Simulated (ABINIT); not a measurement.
# Quasiparticle gap of BaIBr (Pnma) in ABINIT, part 2 of 2

Wanted: ground state, empty states, screening and self-energy for BaIBr (Pnma).

ABINIT 10.8.3; PBEsol and many-body steps on it, plane waves. Known limits of the many-body steps: not at the basis limit; no spin-orbit coupling; coarse k mesh.

So far. Step 2 (Ground state): The gap is direct, at Γ. Step 3 (Empty states on the mesh, 2×2×1 mesh, 325 bands): On this mesh the gap is 3.423 eV.

**4. Screening, 2×2×1 mesh, 297 bands, screening to 89.8 eV**

The RPA dielectric matrix is built and inverted for each q.

This step: RPA screening on PBEsol, plane waves, norm-conserving pseudopotentials.

File run.abi:

```
acell 3*1.0 Angstrom
rprim 
  8.814460390000 0.000000000000 0.000000000000
  0.000000000000 5.124291030000 0.000000000000
  0.000000000000 0.000000000000 10.191678390000
ntypat 3
znucl 56 53 35
natom 12
typat 1 1 1 1 2 2 2 2 3 3 3 3
xred 
  0.728824540000 0.250000000000 0.375137030000
  0.271175460000 0.750000000000 0.624862970000
  0.771175460000 0.750000000000 0.875137030000
  0.228824540000 0.250000000000 0.124862970000
  0.471610560000 0.250000000000 0.831776550000
  0.528389440000 0.750000000000 0.168223450000
  0.028389440000 0.750000000000 0.331776550000
  0.971610560000 0.250000000000 0.668223450000
  0.856471900000 0.250000000000 0.066685850000
  0.143528100000 0.750000000000 0.933314150000
  0.643528100000 0.750000000000 0.566685850000
  0.356471900000 0.250000000000 0.433314150000
pp_dirpath "pseudos"
pseudos "Ba.upf, I.upf, Br.upf"
ecut 31
ngkpt 2 2 1
nshiftk 1
shiftk 0 0 0
kptopt 1
chksymbreak 0
istwfk *1
occopt 1
irdwfk 1
optdriver 3
nband 297
ecuteps 3.3
inclvkb 2
awtr 1
symchi 1
indata_prefix "in"
outdata_prefix "out"
tmpdata_prefix "tmp"
```

Launch:

```bash
$ OMP_NUM_THREADS=1 mpirun -n 8 abinit run.abi > log
```

Numbers of over 12 decimals in the logs are rounded to 6 here.

The log of the run:

```text
.Version 10.8.3 of ABINIT. v10.8.2 released Aug 2026.

 Symmetries : space group Pn m a (# 62); Bravais oP (primitive ortho.)
[... echo of the input left out ...]
== DATASET  1 ==================================================================
-   mpi_nproc: 8, omp_nthreads: 1 (-1 if OMP is not activated)

--- !DatasetInfo
iteration_state: {dtset: 1, }
dimensions: {natom: 12, nkpt: 4, mband: 297, nsppol: 1, nspinor: 1, nspden: 1, mpw: 25646, }
cutoff_energies: {ecut:  31.0, pawecutdg:  -1.0, }
electrons: {nelect:   9.60000000E+01, charge:   0.00000000E+00, occopt:   1.00000000E+00, tsmear:   1.00000000E-02, }

 SCREENING: Calculation of the susceptibility and dielectric matrices

 Based on a program developped by R.W. Godby, V. Olevano, G. Onida, and L. Reining.
 Incorporated in ABINIT by V. Olevano, G.-M. Rignanese, and M. Torrent.
.Using double precision arithmetic ; gwpc =  8

[... cell and pseudopotentials left out ...]
--------------------------------------------------------------------------------

 ==== K-mesh for the wavefunctions ====
 Number of points in the irreducible wedge :     4
[... list of points left out ...]
 Together with  8 symmetry operations and time-reversal symmetry
 yields     4 points in the full Brillouin Zone.

 ==== Q-mesh for the screening function ====
 Number of points in the irreducible wedge :     4
[... list of points left out ...]
 Together with  8 symmetry operations and time-reversal symmetry
 yields     4 points in the full Brillouin Zone.

 setmesh: FFT mesh size selected  =    60x   36x   72
          total number of points  =       155520

 vcoul_init : cutoff-mode = AUXILIARY_FUNCTION
 q-points for optical limit:   1
     1)      0.000010    0.000020    0.000030

- screening: taking advantage of time-reversal symmetry
- Maximum band index for partially occupied states nbvw = 48
- Remaining bands to be divided among processors   nbcw = 249
- Number of bands treated by each node ~31

 Number of electrons calculated from density =   96.0000; Expected =   96.0000
 average of density, n =  0.030903
 r_s =    1.9768
 omega_plasma =   16.9572 [eV]

 calculating chi0 at frequencies [eV] :
  1    0.000000E+00    0.000000E+00
  2    0.000000E+00    1.695725E+01

--------------------------------------------------------------------------------
  q-point number  1        q = ( 0.000000, 0.000000, 0.000000) [r.l.u.]
--------------------------------------------------------------------------------
[... chi0 elements left out ...]
 For q-point:  0.000010 0.000020 0.000030
  dielectric constant =   4.0967
  dielectric constant without local fields =   4.8442

  Average fulfillment of the sum rule on Im[epsilon] for q-point    1 :     82.49  [%]
[... wings left out ...]
  q-point number  2        q = ( 0.500000, 0.000000, 0.000000) [r.l.u.]
--------------------------------------------------------------------------------
[... chi0 elements left out ...]
  Average fulfillment of the sum rule on Im[epsilon] for q-point    2 :     88.42  [%]

 [... 2 further q-points ...]
```

Run time: 5.7 min. Hardware: 8 MPI ranks of Arm Neoverse V2, shared host; peak memory 11 GiB.

This step gave:

- ε∞ with local fields, on this mesh, along the program's q direction: 4.097
- the same without local fields: 4.844
- plasma frequency: 16.96 eV
- plane waves in the screening matrix: 873

Local fields lower ε∞ by 15 %. On a Γ-centred mesh this coarse the value itself is usually too large, while a short band sum pulls it down.

**5. Self-energy, 2×2×1 mesh, 297 bands, screening to 89.8 eV**

The self-energy is evaluated for the states that the input lists, and the levels follow from it, in one-shot runs by the linearised quasiparticle equation.

This step: G0W0 on PBEsol, plane waves, norm-conserving pseudopotentials.

run.abi, as its differences from that of step 4:

```diff
@@ -33,8 +33,15 @@
 irdwfk 1
-optdriver 3
+optdriver 4
 nband 297
+gwcalctyp 0
+ecutsigx 31
+symsigma 1
+nkptgw 1
+kptgw 
+  0.0000000000 0.0000000000 0.0000000000
+bdgw 
+  47 50
 ecuteps 3.3
-inclvkb 2
-awtr 1
-symchi 1
+irdscr 1
+ppmodel 1
 indata_prefix "in"
```

The log of the run:

```text
.Version 10.8.3 of ABINIT. v10.8.2 released Aug 2026.

 Symmetries : space group Pn m a (# 62); Bravais oP (primitive ortho.)
[... echo of the input left out ...]
== DATASET  1 ==================================================================
-   mpi_nproc: 8, omp_nthreads: 1 (-1 if OMP is not activated)

--- !DatasetInfo
iteration_state: {dtset: 1, }
dimensions: {natom: 12, nkpt: 4, mband: 297, nsppol: 1, nspinor: 1, nspden: 1, mpw: 25646, }
cutoff_energies: {ecut:  31.0, pawecutdg:  -1.0, }
electrons: {nelect:   9.60000000E+01, charge:   0.00000000E+00, occopt:   1.00000000E+00, tsmear:   1.00000000E-02, }

 SIGMA: Calculation of the GW corrections

 Based on a program developped by R.W. Godby, V. Olevano, G. Onida, and L. Reining.
 Incorporated in ABINIT by V. Olevano, G.-M. Rignanese, and M. Torrent.
.Using double precision arithmetic ; gwpc =  8

[... cell and pseudopotentials left out ...]
--------------------------------------------------------------------------------

 ==== K-mesh for the wavefunctions ====
 Number of points in the irreducible wedge :     4
[... list of points left out ...]
 Together with  8 symmetry operations and time-reversal symmetry
 yields     4 points in the full Brillouin Zone.

 ==== Q-mesh for screening function ====
 Number of points in the irreducible wedge :     4
[... list of points left out ...]
 Together with  8 symmetry operations and time-reversal symmetry
 yields     4 points in the full Brillouin Zone.

 vcoul_init : cutoff-mode = AUXILIARY_FUNCTION
 q-points for optical limit:   1
     1)      0.000010    0.000020    0.000030
 setmesh: FFT mesh size selected  =    90x   50x  100
          total number of points  =       450000

 Number of electrons calculated from density =   96.0000; Expected =   96.0000
 average of density, n =  0.030903
 r_s =    1.9768
 omega_plasma =   16.9572 [eV]

 === KS Band Gaps ===
  >>>> For spin  1
   Minimum direct gap =   3.4236 [eV], located at k-point      :   0.0000  0.0000  0.0000
   Fundamental gap    =   3.4236 [eV], Top of valence bands at :   0.0000  0.0000  0.0000
                                       Bottom of conduction at :   0.0000  0.0000  0.0000
 SIGMA fundamental parameters:
 PLASMON POLE MODEL  1
 number of plane-waves for SigmaX                25569
 number of plane-waves for SigmaC and W            873
 number of plane-waves for wavefunctions         25569
 number of bands                                   297
 number of independent spin polarizations            1
 number of spinorial components                      1
 number of k-points in IBZ                           4
 number of q-points in IBZ                           4
 number of symmetry operations                       8
 number of k-points in BZ                            4
 number of q-points in BZ                            4
 number of frequencies for dSigma/dE                 9
 frequency step for dSigma/dE [eV]                0.25
 number of omega for Sigma on real axis              0
 max omega for Sigma on real axis  [eV]           0.00
 zcut for avoiding poles [eV]                     0.10

 EPSILON^-1 parameters (SCR file):
 dimension of the eps^-1 matrix on file            873
 dimension of the eps^-1 matrix used               873
 number of plane-waves for wavefunctions         25569
 number of bands                                   297
 number of q-points in IBZ                           4
 number of frequencies                               2
 number of real frequencies                          1
 number of imag frequencies                          1

 matrix elements of self-energy operator (all in [eV])

 Perturbative Calculation

--- !SelfEnergy_ee
iteration_state: {dtset: 1, }
kpoint     : [   0.000,    0.000,    0.000, ]
spin       : 1
KS_gap     :    3.424
QP_gap     :    4.987
Delta_QP_KS:    1.563
data: !SigmaeeData |
     Band     E0 <VxcDFT>   SigX SigC(E0)      Z dSigC/dE  Sig(E)    E-E0       E
       47   2.175 -11.876 -14.652   2.065   0.812  -0.232 -12.453  -0.577   1.598
       48   2.303 -11.707 -14.544   2.091   0.817  -0.224 -12.317  -0.610   1.692
       49   5.726  -8.190  -4.046  -3.002   0.835  -0.198  -7.237   0.953   6.679
       50   6.287  -8.025  -3.732  -3.120   0.841  -0.189  -7.037   0.988   7.275

== END DATASET(S) ==============================================================
================================================================================

 -outvars: echo values of variables after computation  --------
           etotal      0.0000000000E+00
            nband         297
             nkpt           4
          spgroup          62
 [... the other variables as echoed above ...]

 Calculation completed.
```

Elapsed: 24 s, on 8 MPI ranks; peak memory 5.8 GiB; 3.2 min of CPU time.

Numbers from this step:

```yaml
g0w0_gap_on_the_points_computed: 4.987 eV
starting_gap_on_the_mesh: 3.423 eV
k_of_the_valence_top: 0, 0, 0
k_of_the_conduction_bottom: 0, 0, 0
z_at_the_valence_top: 0.817
z_at_the_conduction_bottom: 0.835
least_direct_g0w0_gap_on_the_computed_points: 4.987 eV
```

The gap on the mesh goes from 3.42 eV to 4.99 eV, a correction of +1.56 eV.

Limits: finite bands, cutoff and mesh; no spin-orbit coupling; coarse k mesh. v1 is the top filled band, c1 the lowest empty one. Levels before and after the correction, in eV, zero at the valence-band top of each column:

|  | conduction bottom | valence top |
| --- | --- | --- |
| Kohn-Sham | 3.42 | 0.00 |
| G0W0 | 4.99 | 0.00 |

|  | level | energy (eV) |
| --- | --- | --- |
| Kohn-Sham | Γ v2 | -0.128 |
| Kohn-Sham | Γ v1 | 0.000 |
| Kohn-Sham | Γ c1 | 3.423 |
| Kohn-Sham | Γ c2 | 3.984 |
| G0W0 | Γ v2 | -0.094 |
| G0W0 | Γ v1 | 0.000 |
| G0W0 | Γ c1 | 4.987 |
| G0W0 | Γ c2 | 5.583 |

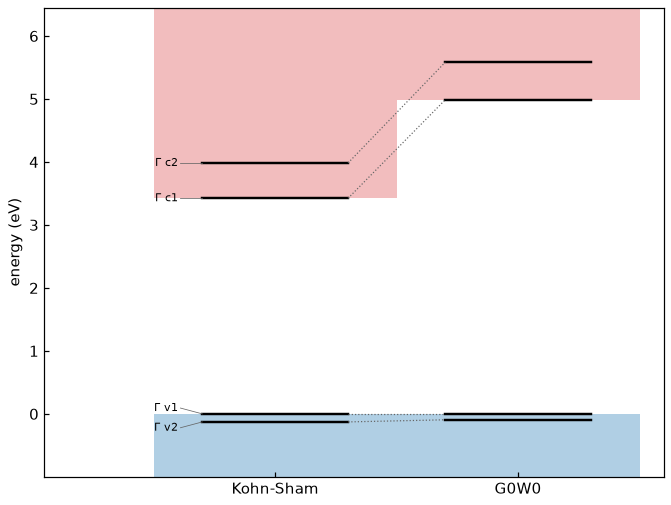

Levels before and after the correction. Shaded: valence and conduction bands.

**6. Where the time went**

Times are wall times on the hardware named with each run, good to a factor of about two.

| step | time | share | memory (GiB) |
| --- | --- | --- | --- |
| ground state | 3 min | 19 % | 1.6 |
| empty states on the mesh | 6.3 min | 41 % | 1.3 |
| screening | 5.7 min | 37 % | 11 |
| self-energy | 24 s | 3 % | 5.8 |

**7. Results**

```yaml
pbesol_gap: 3.42 eV, direct
g0w0_gap_on_the_mesh: 4.99 eV
gw_settings: 2×2×1 mesh, 297 bands, screening to 89.8 eV, Godby-Needs plasmon pole
known_limits: not at the basis limit; no spin-orbit coupling; coarse k mesh
```

In words: G0W0 moves the gap on the mesh from 3.42 eV to 4.99 eV (+1.56 eV), with Z of 0.82 and 0.83 at the edges. Local fields lower the RPA ε∞ on this mesh from 4.84 to 4.10; a Γ-centred mesh this coarse tends to raise both, most where the direct gap is narrow, while a short band sum lowers them. Only 1 of the mesh's irreducible points was corrected, so a valley elsewhere could overtake. Bands and cutoff are finite, so the gap is not at the basis limit. The miss can reach some tenths of an eV and take either sign; the mesh is an error of its own. In the G0W0 run levels were corrected at 1 k point alone, so a gap called «on the mesh» is the least over those, and an edge elsewhere would be missed. The 2×2×1 mesh is coarse for this cell, which bears on the long-range parts of exchange and screening. The many-body steps are scalar-relativistic: spin-orbit coupling is not in them.

[Paths, hosts, dates, memory and timing lines, banners, echoed tables and standing remarks are left out of the program output.]

[Logs are printed without paths, hosts, clocks, repeated set-up lines and the standing remarks that a program may print on its own settings, such as how far it seeks lower states.]

[Runs of the session that timed out or met a known fault of the program may be left out.]

[Hosts, paths, dates, database ids (printed as entryN), source tags and the programs' standing remarks are cut or masked in the printed files.]

[G0W0 gaps are taken among the corrected bands and points alone; a level outside them can change the order at an edge.]

[Where Ansatz stands beside ABINIT at settings called matched, ABINIT's density can come from a denser mesh and the files from another edition; pairs whose starting gaps differed by over 0.03 eV were left out, so agreement reads better than it is.]
